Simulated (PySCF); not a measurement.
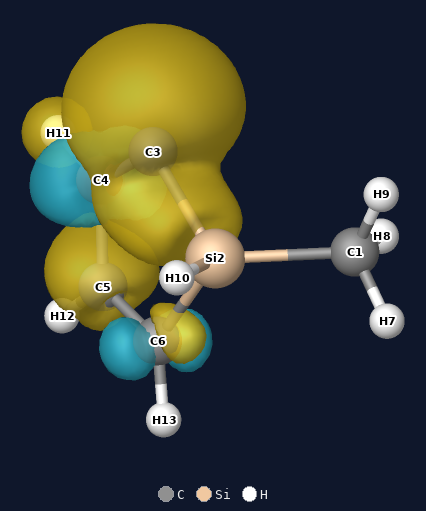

Figure. C5H7Si (doublet). Isosurfaces of the spin density (α minus β) at +0.015 (yellow) and −0.015 e/Å³ (cyan), seen at a tilt.

Geometry: GFN2-xTB.

Theory: UKS B3LYP, pcH-1 on C H Si, non-relativistic, mean-field spin-orbit, GIAO in PySCF.

```json
{"atom": "C", "x (Å)": "2.1487", "y (Å)": "-0.3838", "z (Å)": "-0.1028"}
{"atom": "Si", "x (Å)": "0.4877", "y (Å)": "-0.1479", "z (Å)": "0.7814"}
{"atom": "C", "x (Å)": "-0.2911", "y (Å)": "1.5373", "z (Å)": "0.4787"}
{"atom": "C", "x (Å)": "-1.4425", "y (Å)": "1.4366", "z (Å)": "-0.1616"}
{"atom": "C", "x (Å)": "-1.8446", "y (Å)": "0.0624", "z (Å)": "-0.4930"}
{"atom": "C", "x (Å)": "-1.0048", "y (Å)": "-0.9075", "z (Å)": "-0.1141"}
{"atom": "H", "x (Å)": "2.4629", "y (Å)": "-1.4217", "z (Å)": "-0.0605"}
{"atom": "H", "x (Å)": "2.0924", "y (Å)": "-0.0900", "z (Å)": "-1.1459"}
{"atom": "H", "x (Å)": "2.9169", "y (Å)": "0.2157", "z (Å)": "0.3735"}
{"atom": "H", "x (Å)": "0.5383", "y (Å)": "-0.5109", "z (Å)": "2.1999"}
{"atom": "H", "x (Å)": "-2.0802", "y (Å)": "2.2589", "z (Å)": "-0.4490"}
{"atom": "H", "x (Å)": "-2.7760", "y (Å)": "-0.1011", "z (Å)": "-1.0190"}
{"atom": "H", "x (Å)": "-1.2121", "y (Å)": "-1.9477", "z (Å)": "-0.3054"}
```

Q: Where is the unpaired spin?

A: The unpaired spin (1 electron) lies mostly on C3 (about 0.8) and Si2 (about 0.1), in electrons by Hirshfeld's partition.
